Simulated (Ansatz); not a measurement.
Take LiCl in the rock salt structure (space group Fm-3m, No. 225; a = 5.150 Å) as the base.

It is then changed as follows: cell and atoms relaxed at a pressure of 18 GPa.

All numbers come from Ansatz (a first-principles code) PBE, scalar-relativistic without spin-orbit coupling.

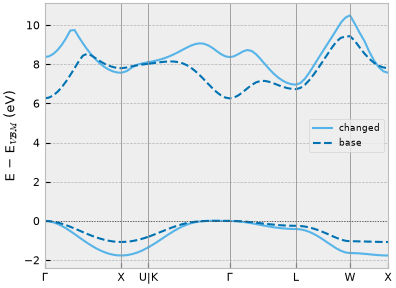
Highest valence and lowest conduction band along the path, each from its own valence-band maximum

The gap is 6.96 eV, indirect, K–Γ (79 % along) → L; the base has 6.26 eV.

Load acts through the strain it causes; cell and atoms are relaxed under it. No phonon test of stability was made. Competing high-pressure phases were not computed.
